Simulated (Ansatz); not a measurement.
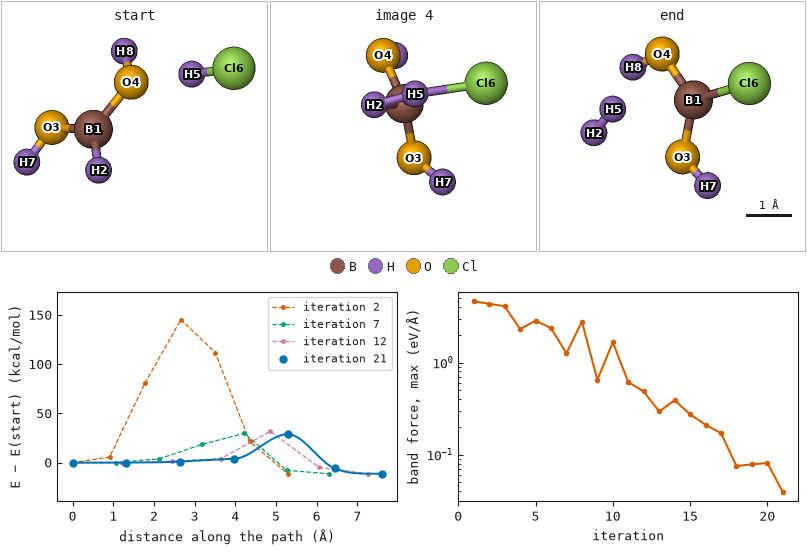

A nudged-elastic-band calculation for BH$_{4}$O$_{2}$Cl. Images are numbered from 0 (start) to 6 (end). The plot follows the band through its iterations. Style: ball-and-stick. Shown from a free direction.

Level of theory: Ansatz 0.2.0, RKS PBE0-D4/def2-SVP.

The input:
```yaml
crystal:
  periodic: [false, false, false]
  atoms:
    - {symbol: B, position_ang: [0.035798, 0.089808, -0.782995]}
    - {symbol: H, position_ang: [1.179215, 0.409505, -0.917703]}
    - {symbol: O, position_ang: [-0.833804, -0.035387, -1.816408]}
    - {symbol: O, position_ang: [-0.416005, -0.161482, 0.477863]}
    - {symbol: H, position_ang: [0.570839, -0.058583, 2.053293]}
    - {symbol: Cl, position_ang: [1.255384, 0.011751, 3.152748]}
    - {symbol: H, position_ang: [-0.445895, 0.157002, -2.671830]}
    - {symbol: H, position_ang: [-1.345531, -0.412713, 0.505032]}
basis:
  gaussian: {orbitals: def2-SVP}
hamiltonian: {xc: pbe0, dispersion: d4}
neb:
  images: 5
  climbing: true
  max_iterations: 40
  initial_path: idpp
  final_atoms:
    - {symbol: B, position_ang: [-0.691406, 0.366780, 0.229036]}
    - {symbol: H, position_ang: [2.161485, -1.075409, -0.300099]}
    - {symbol: O, position_ang: [-0.525383, 0.735167, -1.065887]}
    - {symbol: O, position_ang: [-1.330866, -0.775680, 0.552231]}
    - {symbol: H, position_ang: [2.143476, -0.934900, 0.432843]}
    - {symbol: Cl, position_ang: [-0.078750, 1.377343, 1.548451]}
    - {symbol: H, position_ang: [-0.053578, 1.564190, -1.170166]}
    - {symbol: H, position_ang: [-1.624977, -1.257591, -0.226408]}
```

Launched with:
```bash
ansatz run in.yaml --threads 2 --pin off --events-out ev --progress --plain --max-ram 4352MiB
```

Question: Judge this run.

Answer: The run is converged, with reservations. The band converged in 21 iterations. The largest component of the band force went from 4.6 to 0.039 eV/Å. The climbing image converged on the top of the path. Its curvatures weren't checked. The largest force component is 0.37 eV/Å at the start and 0.47 eV/Å at the end; an end with forces this large is no minimum, and the barrier measured from it can be far off. The first iteration put the highest image at 184.0 kcal/mol. The energy climbs by 28.9 kcal/mol to image 4 and then falls by 40.2 kcal/mol, so the end point sits at −11.3 kcal/mol.
